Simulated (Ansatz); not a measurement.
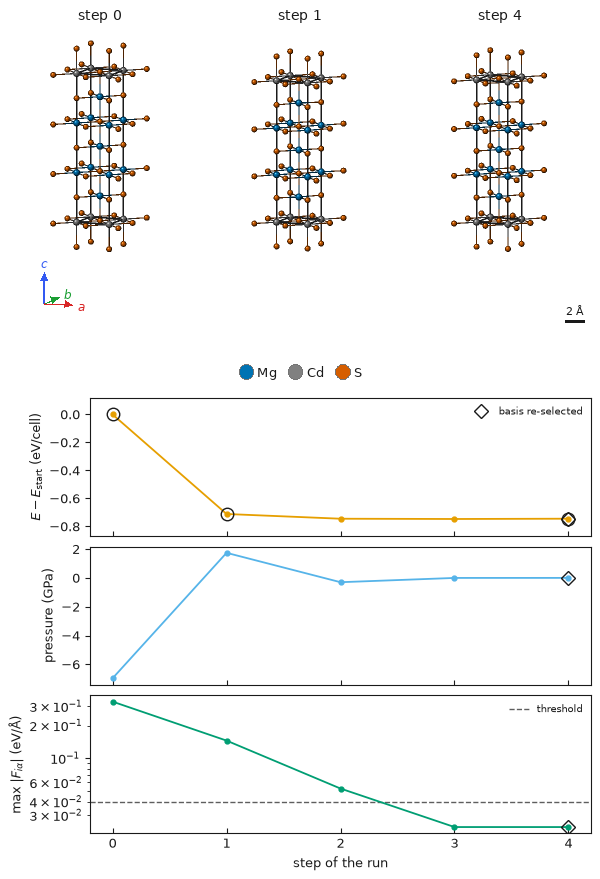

Frames of a relaxation of solid Mg5CdS6 (a generated structure, set up in P4/mmm) (coarse preliminary run), marked on the history of the run. Style: ball-and-stick. Shown: the cell of the calculation, slightly off an axis.

The calculation used DFT PBE, scalar-relativistic, plane waves, PAW in Ansatz. (plane-wave cutoff 420 eV; k-point mesh 4 × 4 × 1; occupations gaussian; smearing width 0.1 eV; no spin polarisation; cell and atoms relaxed; force threshold 0.04 eV/Å; at most 70 steps)

Question: What happens along the run?

Answer: The largest moves relative to the cell, 0.093 Å, are those of S atoms. By element the largest moves are S 0.093 Å, Mg 0.064 Å. Cd stays in place. The drawn cell changes as follows: a = b 3.895 → 3.744 Å (−3.9 %), c 16.524 → 15.810 Å (−4.3 %); the volume changes by −11.6 %. Among the contacts that change: Mg–S 2.754 → 2.583 Å, Mg–S 2.754 → 2.608 Å, Cd–S 2.754 → 2.647 Å, Mg–S 2.754 → 2.647 Å. The space group stays P4/mmm (No. 123). After 3 accepted moves (4 points after the start) the energy has fallen by 0.744 eV per cell of the calculation. Largest force component: 0.33 eV/Å at the start, 0.023 eV/Å at the end. The pressure goes from −6.96 to 0.01 GPa. At 1 point the geometry stayed and the basis and grid were re-selected for the new cell (energy shift of 2.1 meV per cell of the calculation at most each time). From step 0 to 1: S atoms move most (0.07 Å), volume −13.6 %, energy −0.711 eV per cell of the calculation. From step 1 to 4: Mg atoms move most (0.05 Å), volume +2.3 %, energy −33.6 meV per cell of the calculation.

```tsv
step	E − E(0), meV/atom	largest force component, eV/Å	pressure, GPa	volume, Å³/atom	note
0	0.00	0.3315	-6.96	20.887	
1	-59.23	0.1453	1.75	18.055	
2	-62.04	0.0527	-0.29	18.541	
3	-62.20	0.0233	0.00	18.469	
4	-62.03	0.0233	0.01	18.469	same geometry, new basis
```
